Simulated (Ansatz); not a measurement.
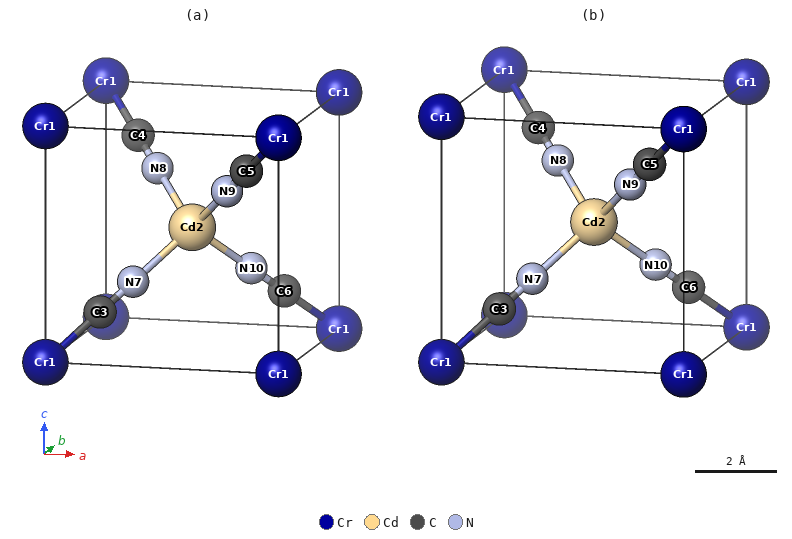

The structure of a crystal of CrCdC₄N₄ (a generated structure, set up in P-43m) (coarse preliminary run) before (left) and after (right) a relaxation, at one scale.

Style: ball-and-stick. Shown: the cell of the calculation, slightly off an axis.

These are results of Ansatz 0.2.0, DFT PBE, scalar-relativistic, plane waves, PAW, not measurements. Set-up: plane-wave cutoff 420 eV; k-point mesh 4 × 4 × 4; occupations gaussian; smearing width 0.1 eV; collinear spin; cell and atoms relaxed; force threshold 0.04 eV/Å; at most 70 steps.

### Describe what moved and what it gained.

Over 4 accepted moves (6 points after the start) the energy falls by 42.8 meV per atom. The largest force component goes from 0.54 to 0.0082 eV/Å. The pressure goes from 4.70 to 0.05 GPa. At 2 points the geometry stayed and the basis and grid were re-selected for the new cell (energy shift of 6.6 meV per atom at most each time). The largest moves relative to the cell, 0.041 Å, are those of C3, C4, C5 and C6. C4 goes along [1 −1 −1]. By element the largest moves are C 0.041 Å, N 0.006 Å. Cd and Cr stay in place. The drawn cell changes as follows: a = b = c 6.011 → 6.245 Å (+3.9 %); the volume changes by +12.2 %. Among the contacts that change: Cr1–C3 1.938 → 2.054 Å, Cd2–N10 2.097 → 2.185 Å. The space group stays P-43m (No. 215).
